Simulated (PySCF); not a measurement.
C₃H₉PSi

Input

```
{"job": {"kind": "uv", "xc": "B3LYP", "basis": "def2-SVPD", "nstates": 8, "ntriplets": 3}, "charge": 0, "multiplicity": 1}
C     -0.555806    -2.131722     0.056738
C     -1.047330    -0.944033     0.379189
P     -0.141784     0.483525     1.010430
C      1.601016     0.067982     0.546243
Si    -0.638891     1.903910    -0.649386
H     -1.197946    -2.935415    -0.265735
H      0.496733    -2.355072     0.098623
H     -2.117985    -0.773237     0.351648
H      1.992501    -0.680244     1.234209
H      1.661053    -0.306018    -0.474324
H      2.202057     0.970587     0.639956
H     -0.255337     1.427006    -1.982776
H      0.084248     3.144309    -0.366193
H     -2.083207     2.127950    -0.615722
```

Launched as:

```sh
OMP_NUM_THREADS=1 python probes_run.py task.json out
```

Geometry: GFN2-xTB.

Theory: PySCF, B3LYP/def2-SVPD, SCF density, gas phase.

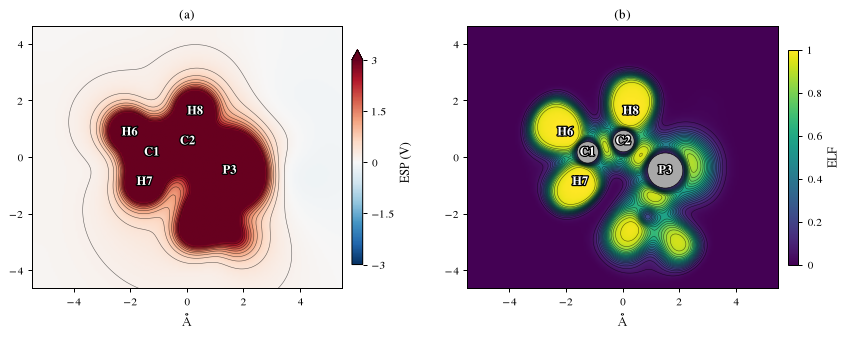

Figure 1. (a) electrostatic potential; (b) electron localisation function on the plane of atoms C2, C1 and H6. Grey discs cover the atomic cores in the ELF map.

Q: Describe what can be read from this map.

A: Atoms in the plane: C, P and H. C–C (1.33 Å): the ELF peaks at about 0.90 between the atoms: a short, multiple covalent bond. C–P (1.80 Å): the ELF peaks at about 0.95 between the atoms, as expected for a covalent bond. C–H (1.08 Å): the ELF climbs to about 1 towards the hydrogen, as it does in any bond to H: a covalent bond by its length. The potential has no marked negative region in this plane.

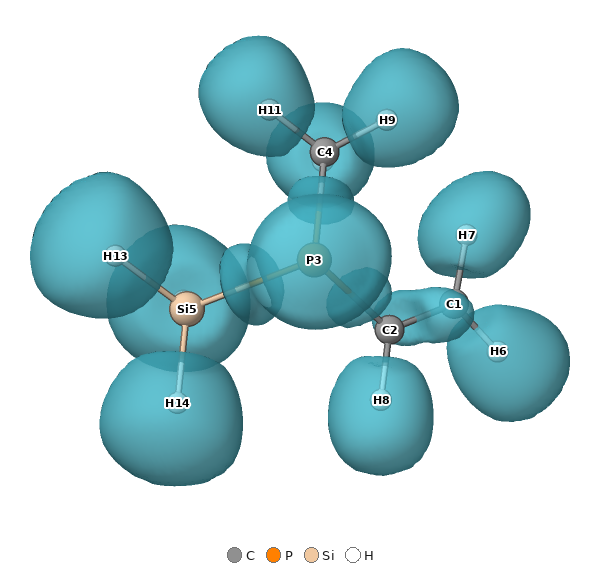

Figure 2. Isosurface of the ELF at 0.8 (cyan), seen at a tilt. Only the valence region is drawn (cores and ρ < 0.01 e/Å³ removed).

Q: What do the ELF domains correspond to?

A: The surface consists of one region between bonded C–C atoms (shared pairs), two regions between bonded C–P atoms (shared pairs), nine regions around hydrogen nuclei and one region on P in which the atom's valence shell and bonds are merged.

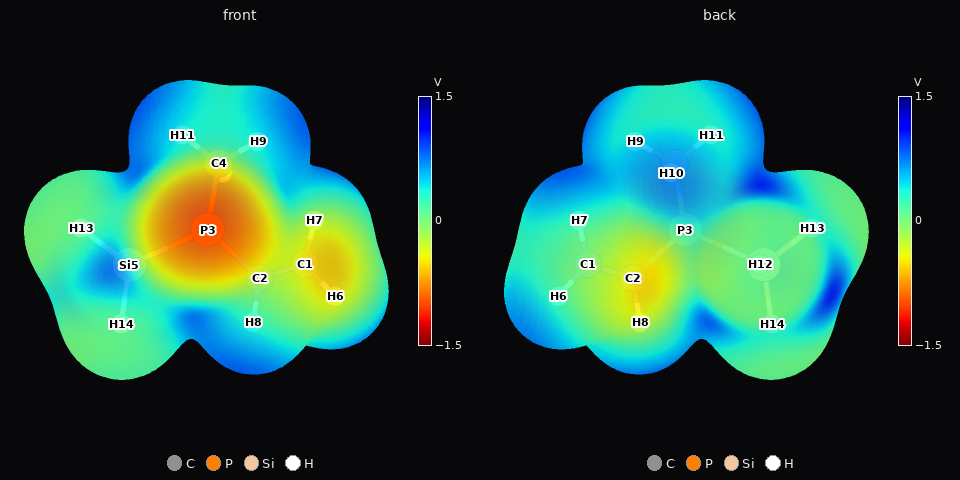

Figure 3. The electrostatic potential painted on the density surface at 0.002 e/bohr³, seen from the front and from behind; red is negative and blue positive.

Q: Where is the surface potential most negative and most positive?

A: The most negative region (about −1.0 V) lies over P3, the most positive (about +1.0 V) over Si5.
